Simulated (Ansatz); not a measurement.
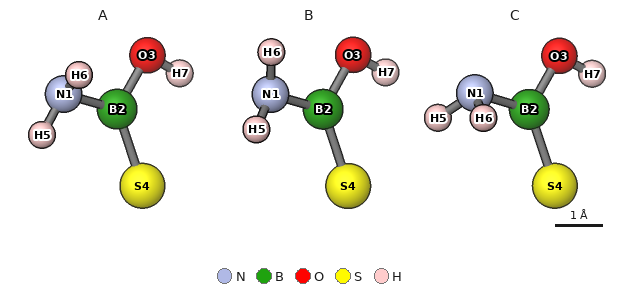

3 geometries from a converged minimum-energy path of BNH$_{3}$SO (charge −1), shuffled. The picture is a ball-and-stick view, seen at a tilt.

Method: Ansatz, RKS PBE0-D4/def2-SVP. Set-up: 9 movable images; climbing image; force threshold 0.05 eV/Å; iteration limit 51; starting path by image-dependent pair potential.

### One of them is the converged climbing image. Which?

C. In order along the path, whose images run from 0 to 10: C (image 5, +8.7 kcal/mol), A (image 8, +3.4 kcal/mol), B (image 10, 0.0 kcal/mol). The motion is a rotation about the N1–B2 bond by about 175°. No bond forms or breaks between the ends. Among the angles between lasting bonds that change up to the highest image: B2–N1–H5 117.4° → 104.2°, H5–N1–H6 112.2° → 100.5°.

Limits of the set-up: the basis has no diffuse functions, which an anion needs.
